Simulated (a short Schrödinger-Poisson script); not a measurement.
System: gated Al0.4Ga0.6N/GaN polarisation-induced gas, at 77 K.

| layer | material | thickness (nm) | Na (cm⁻³) |
|---|---|---|---|
| 1 | Al0.4Ga0.6N | 10 | - |
| 2 | GaN | 6000 | 2e15 |

The device is made up for the run: typed textbook-type constants, with dimensions and the other settings drawn at random. Al0.4Ga0.6N: permittivity 9.26, conduction-band edge (eV) 0.58, gap (eV) 4.258, electron mass (mₑ) 0.248, Nv at 300 K (cm⁻³) 4.6e19. GaN: permittivity 9.5, conduction-band edge (eV) 0, gap (eV) 3.43, Nv at 300 K (cm⁻³) 4.6e19.

Channel valleys (confinement mass, in-plane density-of-states mass, number): Γ 0.2, 0.2, 1. At the gate the conduction-band edge of layer 1 lies 1.36 eV − eVg above the Fermi level of the channel; the field vanishes at the back. Sheet of polarisation charge: +2e13 e/cm² at 10 nm from the gate. The barrier under the gate holds no holes. Gaps are held at their typed values at every temperature. Mesh 0.08 nm at interfaces.

Solved with a short Schrödinger-Poisson script written for these runs: 1D Poisson equation in equilibrium, electrons quantum, Hartree (BenDaniel-Duke, 40 states a valley, the channel's in-plane mass for all, wave functions free to enter the barrier), parabolic valleys, classical holes, full ionisation, no traps, pinning or gate leakage.

Only gate voltages with over 1e8 electrons/cm² are shown.

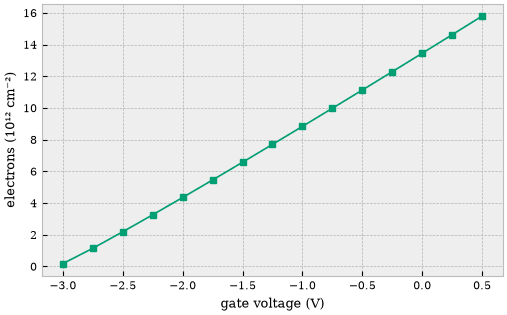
*Sheet density against gate voltage*

```
Vg (V)  electrons (cm⁻²)  in the channel layer  C (μF/cm²)  Γ E0 (meV)  Γ E1 (meV)
------  ----------------  --------------------  ----------  ----------  ----------
0.5              1.58e13               1.46e13       0.756      -168.7       -19.8
0                1.35e13               1.26e13       0.748      -145.9       -14.2
-0.5             1.11e13               1.06e13       0.740      -122.8        -8.8
-1               8.84e12               8.51e12       0.730       -99.3        -3.2
-1.5             6.57e12               6.40e12       0.719       -75.4         3.1
-2               4.35e12               4.27e12       0.705       -51.0        11.3
-2.5             2.19e12               2.17e12       0.680       -25.8        22.2
-3               1.80e11               1.80e11       0.547         6.4        38.2
```

Subbands count from the Fermi level.
